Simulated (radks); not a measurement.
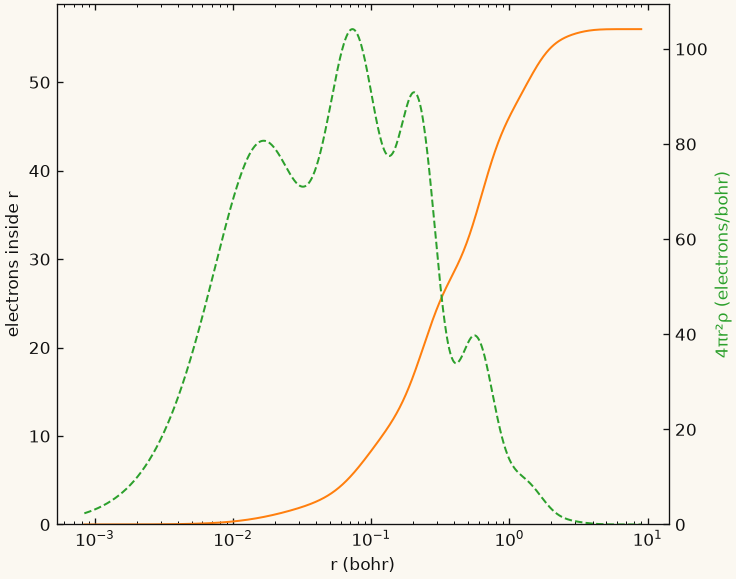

The neodymium ion Nd⁴⁺; electrons: [Xe] 4f1 6s1 (4f5/2: 1). Computed with the in-house radial solver radks: Dirac Kohn-Sham, relativistic LDA (MacDonald-Vosko exchange, VWN5 correlation), spin-unpolarised, spherical densities, finite nucleus.

The plot shows the number of electrons inside radius r (solid) and the radial density 4πr²ρ (dashed).

### Read the plot.

The count levels off at 56 electrons. Half of them lie within 0.381 bohr, 90 % within 1.40 bohr and 99 % within 2.92 bohr. The radial density has minima at 0.0319, 0.135 and 0.410 bohr, where the count stands at 2.0, 11.2 and 29.0; these part the shells that the density resolves.
